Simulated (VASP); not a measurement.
Band structure of Zr3Sn (space group Pm-3n). All values below come from LDA (Ceperley-Alder, Perdew-Zunger), VASP's LDA PAW potentials (set 64) (plane waves; VASP).

Unless said otherwise, spin-orbit coupling is left out, though it shifts the bands of the heavy elements here.

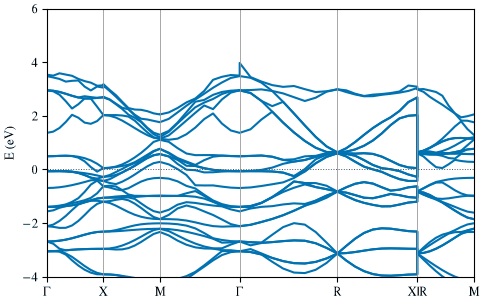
Figure: Bands along high-symmetry lines, zero at the valence-band maximum or, without a gap, the Fermi level

Read the plot: is there a gap, and where are the band edges?

It has no gap at this level: it comes out as a metal or semimetal.

The structure comes from a measured Zr3Sn entry of the Crystallography Open Database, whose conditions weren't checked. The cell was not relaxed at this level.
